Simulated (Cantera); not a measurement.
Feed: 1 mol LiCl, 0.74 mol H2O, 1.4 mol N2, equilibrated at 13.3 mbar.

These are equilibrium values from Cantera (NASA tables, ideal gas, pure condensed phases), not measurements of a reactor. Candidate condensed phases: H2O, Li, LiCl, LiH, LiOH, Li2O, Li3N, NH4Cl; 42 gas species. Kinetics and transport are ignored.

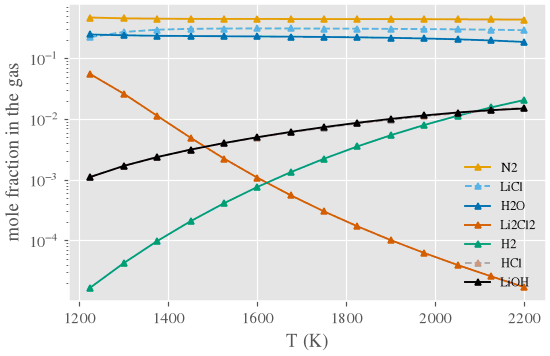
Figure. Equilibrium gas composition (values under 1e-9 drawn at 1e-9)

**Question.** Read off the mole fractions at 2200 K.

**Answer.** N2 about 0.43, LiCl about 0.29, H2O about 0.19, H2 about 0.021, HCl about 0.015, LiOH about 0.015, Li2Cl2 about 1.7e-5.
